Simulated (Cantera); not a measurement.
Charge: 1 mol Si3N4, 1.9 mol H2, 1 mol HF, at 0.100 bar.

These are equilibrium values from Cantera (NASA tables, ideal gas, pure condensed phases), not measurements of a reactor. Candidate condensed phases: Si, Si3N4; 37 gas species. The tables' values for SiF3, SiF2 are old estimates; treat these amounts as uncertain. Equilibrium is a limit: real reactors are often held back by kinetics, nucleation or transport.

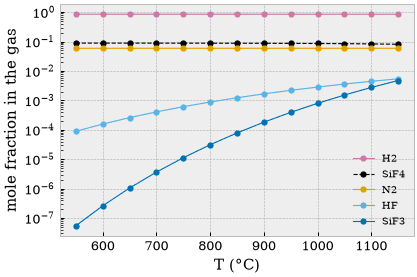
Fig. 1. Equilibrium gas composition (values under 1e-9 drawn at 1e-9)

**Question.** Read off the mole fractions at 1000 °C.

**Answer.** H2 about 0.85, SiF4 about 0.086, N2 about 0.059, HF about 0.0028, SiF3 about 0.00080.
